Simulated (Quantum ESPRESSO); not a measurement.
## BP (F-43m): modes at Γ and the response to a field

Which modes does BP (F-43m) have at the zone centre?

Method: DFT LDA, scalar-relativistic, plane waves, PseudoDojo norm-conserving pseudopotentials, in Quantum ESPRESSO 7.5.

**What experiment says.**

For BP, zinc blende (metal-flux-grown single crystal, 100 K), “Thermal expansion coefficients of high thermal conducting BAs and BP materials” (2019, arxiv:1906.04101) gives, by single-crystal XRD (Mo K-alpha): lattice constant a (cubic a at 100 K) 4.5383 ± 0.0008 Å.

“Boron phosphide under pressure: in situ study by Raman scattering and X-ray diffraction” (2015, arxiv:1505.05714) reports for BP, zinc blende, by Raman scattering, 514.5 nm, backscattering (synthetic BP; powder or crystal not specified, 300 K): Raman mode (TO at Gamma (T2), ambient spectrum) 794 cm⁻¹ [very weak band; the pressure fit in the same paper quotes about 797 cm-1].

This is a report of a sequence of runs, with most program output left out.

## (1) The structure

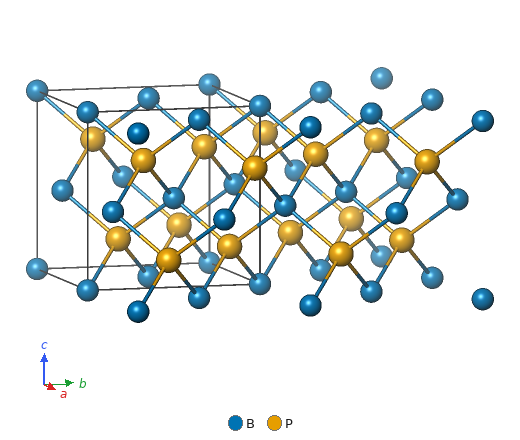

Start, viewed slightly off an axis; boron blue, phosphorus orange. 2×2×1 cells are drawn. This picture shows the conventional cell, with its axes. Bonds to atoms that aren't drawn are left out. Some periodic images of atoms are drawn too.

## (2) A first look

Before anything dear is run, a loose run with smearing shows whether this is a metal and how far the cell is from rest.

File probe.in:

```
 &control
    calculation='scf',
    prefix='x',
    outdir='./tmp',
    pseudo_dir='./pseudo',
    tprnfor=.true.,
    tstress=.true.,
    verbosity='high',
 /
 &system
    ibrav=0,
    nat=2,
    ntyp=2,
    ecutwfc=84.0,
    occupations='smearing',
    smearing='gaussian',
    degauss=0.01,
 /
 &electrons
    conv_thr=1.0d-07,
    mixing_beta=0.7,
    electron_maxstep=100,
 /
ATOMIC_SPECIES
 B      10.8100  B.upf
 P      30.9738  P.upf
CELL_PARAMETERS angstrom
    -2.269000000    0.000000000    2.269000000
     0.000000000    2.269000000    2.269000000
    -2.269000000    2.269000000    0.000000000
ATOMIC_POSITIONS crystal
 B      0.000000000   0.000000000   0.000000000
 P      0.250000000   0.250000000   0.250000000
K_POINTS automatic
 6 6 6 0 0 0
```

The run is started by

```
$ OMP_NUM_THREADS=1 mpirun -n 4 pw.x -nk 4 -in probe.in > probe.out
```

The job ended after 2.5 s (4 MPI ranks of Arm Neoverse N1, shared host).

Read from the output:

| Property | Result |
| --- | --- |
| volume per atom | 11.68 Å³ |
| pressure | -5.431 GPa |
| gap on the k-mesh | 1.315 eV |

A gap of 1.3 eV opens on this mesh, so the crystal is taken as an insulator; the start stands at -5.4 GPa.

## (3) Relaxing the cell and atoms

The relaxation runs at a cutoff a fifth above that of the response, since stress converges more slowly with the basis than frequencies do. Forces and stress are brought to rest with tight thresholds.

File relax.in:

```
 &control
    calculation='vc-relax',
    prefix='x',
    outdir='./tmp',
    pseudo_dir='./pseudo',
    tprnfor=.true.,
    tstress=.true.,
    forc_conv_thr=2.0d-05,
    etot_conv_thr=1.0d-07,
    nstep=40,
 /
 &system
    ibrav=0,
    nat=2,
    ntyp=2,
    ecutwfc=101,
    occupations='fixed',
    nbnd=6,
 /
 &electrons
    conv_thr=1.0d-11,
    mixing_beta=0.7,
    electron_maxstep=100,
 /
 &ions
 /
 &cell
    press_conv_thr=0.2,
 /
ATOMIC_SPECIES
 B      10.8100  B.upf
 P      30.9738  P.upf
CELL_PARAMETERS angstrom
    -2.269000000    0.000000000    2.269000000
     0.000000000    2.269000000    2.269000000
    -2.269000000    2.269000000    0.000000000
ATOMIC_POSITIONS crystal
 B      0.000000000   0.000000000   0.000000000
 P      0.250000000   0.250000000   0.250000000
K_POINTS automatic
 10 10 10 0 0 0
```

The run is started by

```
$ OMP_NUM_THREADS=1 mpirun -n 4 pw.x -nk 4 -in relax.in > relax.out
```

The job ended after 30 s (4 MPI ranks).

The steps of the relaxation:

| step | energy less that of the first step (eV) | largest force (eV/Å) | pressure (GPa) | volume (Å³) |
| --- | --- | --- | --- | --- |
| 1 | 0.0000 | 0.0000 | -5.55 | 23.36 |
| 2 | -0.0135 | 0.0000 | -0.93 | 22.71 |
| 3 | -0.0138 | 0.0000 | 0.04 | 22.58 |
| 4 | -0.0138 | 0.0000 | 0.00 | 22.59 |
| 5 | -0.0138 | 0.0000 | 0.00 | 22.59 |

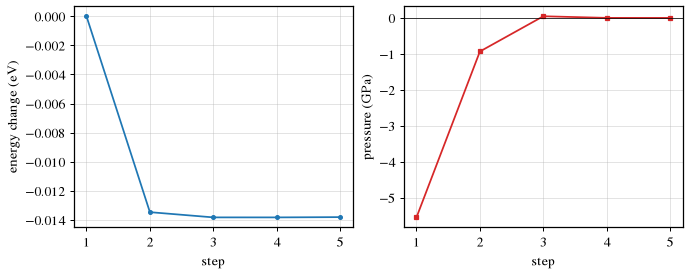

Energy and pressure along the relaxation.

| conventional cell, symmetrised | before | after | change |
| --- | --- | --- | --- |
| a (Å) | 4.538 | 4.487 | -1.1 % |
| b (Å) | 4.538 | 4.487 | -1.1 % |
| c (Å) | 4.538 | 4.487 | -1.1 % |
| volume (Å³/atom) | 11.68 | 11.29 | -3.3 % |

The relaxed structure:

```
CELL_PARAMETERS angstrom
-2.24355 0.00000 2.24355
0.00000 2.24355 2.24355
-2.24355 2.24355 0.00000
ATOMIC_POSITIONS crystal
B 0.00000 0.00000 0.00000
P 0.25000 0.25000 0.25000
```

The last row of the table of steps is pw.x's closing run on a basis chosen anew for the final cell, so its energy can jump.

This step gave:

- volume per atom: 11.29 Å³
- pressure: -0.001 GPa
- gap on the k-mesh: 1.163 eV

The volume changes by -3.3 % from the cell with which this run began.

## (4) Ground state

Perturbation theory inherits every error of the wavefunctions, so the threshold is set near the limit of the arithmetic. With a gap, occupations are fixed, which also allows the response to an electric field.

File scf.in:

```
 &control
    calculation='scf',
    prefix='x',
    outdir='./tmp',
    pseudo_dir='./pseudo',
    tprnfor=.true.,
    tstress=.true.,
 /
 &system
    ibrav=0,
    nat=2,
    ntyp=2,
    ecutwfc=84.0,
    occupations='fixed',
    nbnd=6,
 /
 &electrons
    conv_thr=1.0d-12,
    mixing_beta=0.7,
    electron_maxstep=100,
 /
ATOMIC_SPECIES
 B      10.8100  B.upf
 P      30.9738  P.upf
CELL_PARAMETERS angstrom
    -2.243553682    0.000000000    2.243553682
     0.000000000    2.243553682    2.243553682
    -2.243553682    2.243553682    0.000000000
ATOMIC_POSITIONS crystal
 B      0.000000000   0.000000000   0.000000000
 P      0.250000000   0.250000000   0.250000000
K_POINTS automatic
 12 12 12 0 0 0
```

The run is started by

```
$ OMP_NUM_THREADS=1 mpirun -n 4 pw.x -nk 4 -in scf.in > scf.out
```

Run time: 8.9 s. Hardware: 4 MPI ranks; 35 s of CPU time.

Numbers from this step:

```yaml
pressure: -0.01 GPa
gap_on_the_k_mesh: 1.157 eV
```

The cell stands at -0.01 GPa, close enough for phonons.

## (5) Linear response at Γ

At q = 0 one unit cell holds all displacements; symmetry groups them into irreducible representations that are solved one by one. The response to a field gives ε∞ and the Born charges, which polar modes need.

File ph.in:

```
phonons
 &inputph
    prefix='x',
    outdir='./tmp',
    fildyn='g.dyn',
    tr2_ph=1.0d-18,
    epsil=.true.,
 /
0.000000000000 0.000000000000 0.000000000000
```

The run is started by

```
$ OMP_NUM_THREADS=1 mpirun -n 4 ph.x -nk 4 -in ph.in > ph.out
```

Run time: 1.8 min. Hardware: 4 MPI ranks.

This step gave:

* miss of the charge sum rule: 0.003640 e
* largest acoustic frequency at the zone centre before the sum rule: -0.53 cm⁻¹
* highest optical zone-centre mode (no LO-TO term): 821.2 cm⁻¹
* lowest optical zone-centre mode: 821.2 cm⁻¹
* mean high-frequency dielectric constant: 9.159
* largest Born charge in size (third of the trace): 0.6452 e

Born charge (rows field, columns displacement), before the sum rule (e), principal values of the symmetric part by kind of site:

| atom | atoms with these values | low | middle | high | mean |
| --- | --- | --- | --- | --- | --- |
| B1 | 1 | -0.6452 | -0.6452 | -0.6452 | -0.6452 |
| P2 | 1 | 0.6415 | 0.6415 | 0.6415 | 0.6415 |

In full for B1:

```
-0.6452  0.0000  0.0000
 0.0000 -0.6452  0.0000
 0.0000  0.0000 -0.6452
```

High-frequency dielectric tensor:

```
9.16 0.00 0.00
0.00 9.16 0.00
0.00 0.00 9.16
```

The acoustic modes at Γ come out as far as 0.5 cm⁻¹ from zero, where they should vanish, a small numerical error; the Born charges miss their sum rule by 0.0036 e, which is good.

## (6) Zone-centre analysis

A rigid shift of the crystal must cost nothing, but grids and finite bases break this; the acoustic sum rule is imposed before the matrix is diagonalised again. With Born charges the intensities follow, and the static dielectric tensor.

File dynmat.in:

```
 &input
    fildyn='g.dyn',
    asr='simple',
    fileig='dynmat.eig',
    lperm=.true.,
 /
```

The run is started by

```
$ dynmat.x -in dynmat.in > dynmat.out
```

Wall time 0.5 s (1 thread).

Numbers from this step:

| Item | Value |
| --- | --- |
| mean static dielectric constant | 9.326 |

Unit eigenvectors of the mass-weighted matrix after the sum rule; no LO-TO term. Modes at Γ, with each element's share of the kinetic energy:

| mode | frequency (cm⁻¹) | symmetry | B % | P % |
| --- | --- | --- | --- | --- |
| 1 | 0.0 | acoustic | 26 | 74 |
| 2 | 0.0 | acoustic | 26 | 74 |
| 3 | 0.0 | acoustic | 26 | 74 |
| 4 | 821.2 | T2 | 74 | 26 |
| 5 | 821.2 | T2 | 74 | 26 |
| 6 | 821.2 | T2 | 74 | 26 |

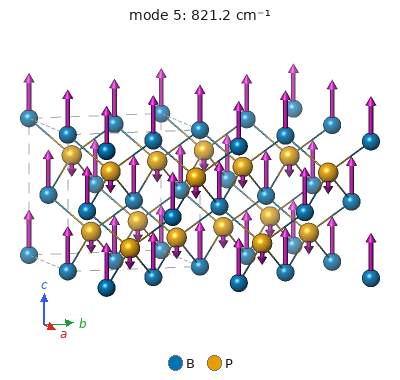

Displacement patterns of mode 5 at Γ; arrows are exaggerated. Bonds to atoms that aren't drawn are left out. 2×2×1 conventional cells are drawn. Some periodic images of atoms are drawn too.

Degenerate modes summed, no LO-TO term. Infrared lines, with heights relative to the strongest:

| position (cm⁻¹) | lines merged | label | IR intensity, relative |
| --- | --- | --- | --- |
| 821 | 3 | T2 | 100 |

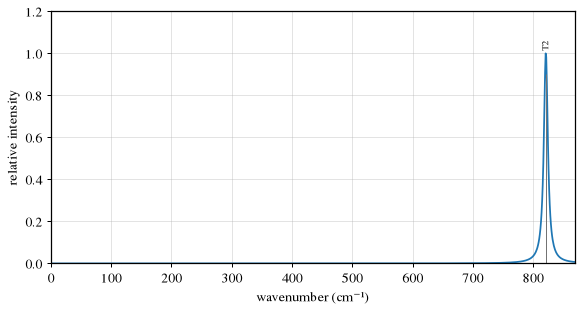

The infrared spectrum, broadened with Lorentzians of width 8 cm⁻¹; bars mark the lines.

Static dielectric tensor (ions relaxed, fixed cell):

```
9.33 0.00 0.00
0.00 9.33 0.00
0.00 0.00 9.33
```

The rule moves no optical mode by more than 0.1 cm⁻¹.

## (7) Modes along a direction of q (1 0 0)

A longitudinal polar mode sets up a macroscopic field that stiffens it; the term hangs on the direction from which q goes to zero.

File dynmat.in:

```
 &input
    fildyn='g.dyn',
    asr='simple',
    fileig='dynmat.eig',
    q(1)=1.0,
    q(2)=0.0,
    q(3)=0.0,
 /
```

The run is started by

```
$ dynmat.x -in dynmat.in > dynmat.out
```

It took 0.48 s on 1 thread.

Numbers from this step:

```yaml
highest_mode_moved_by_the_lo_to_term: 828.6 cm⁻¹
```

Zone-centre frequencies as printed; negative means imaginary. Modes:

| mode | frequency (cm⁻¹) |
| --- | --- |
| 1 | 0 |
| 2 | 0 |
| 3 | 0 |
| 4 | 821.2 |
| 5 | 821.2 |
| 6 | 828.6 |

The field moves one mode, from 821 to 829 cm⁻¹; the others stay.

## (8) What came out

```json
{"space group after relaxation": "F-43m", "volume per atom": "11.3 Å³", "gap on the k-mesh": "1.16 eV", "highest optical zone-centre mode (no LO-TO term)": "821.2 cm⁻¹", "highest mode moved by the LO-TO term": "828.6 cm⁻¹", "mean high-frequency dielectric constant": "9.16", "largest Born charge in size (third of the trace)": "0.645 e", "mean static dielectric constant": "9.33", "imaginary optical modes at the zone centre (no q mesh in this session)": "none"}
```

In words: At the LDA level the optical modes of BP (F-43m) at the zone centre (no LO-TO term) lie at 821 cm⁻¹. Along the directions run, the highest mode that the macroscopic field moves lies at 829 cm⁻¹. Lattice motion raises the mean dielectric constant from 9.159 to 9.326. The Lyddane-Sachs-Teller relation holds: (ωLO/ωTO)² is 1.02 and ε₀/ε∞ is 1.02. These are harmonic frequencies at zero temperature: anharmonic shifts and linewidths and thermal expansion are left out.

Calculation against experiment:

```
                                      quantity  measured  LDA PseudoDojo norm-conserving, Quantum ESPRESSO
                        lattice constant a (Å)    4.5383                                    4.487 (-1.1 %)
Raman mode, TO at Gamma (T2), ambient … (cm⁻¹)       794                                      821 (+3.4 %)
```

Measured values from arxiv:1906.04101 (2019) and arxiv:1505.05714 (2015).

**Verdict.** The lattice constant a is off by -1.1 %: fair agreement. The Raman mode is off by +3.4 %: fair agreement. The grades are ours: good and fair within 0.7 and 1.5 % for the lattice constant a and 3 and 7 % for the Raman mode. Zero-point motion and thermal expansion (measured at up to 300 K) are not in the computed lattice constants and Raman mode.

[Host names and launcher messages were left out of these logs when they were recorded.]

[Logs are printed without paths, hosts, clocks, repeated set-up lines and the standing remarks that a program may print on its own settings, such as how far it seeks lower states.]

[Hosts, paths, dates, database ids (printed as entryN), source tags and the programs' standing remarks are cut or masked in the printed files.]
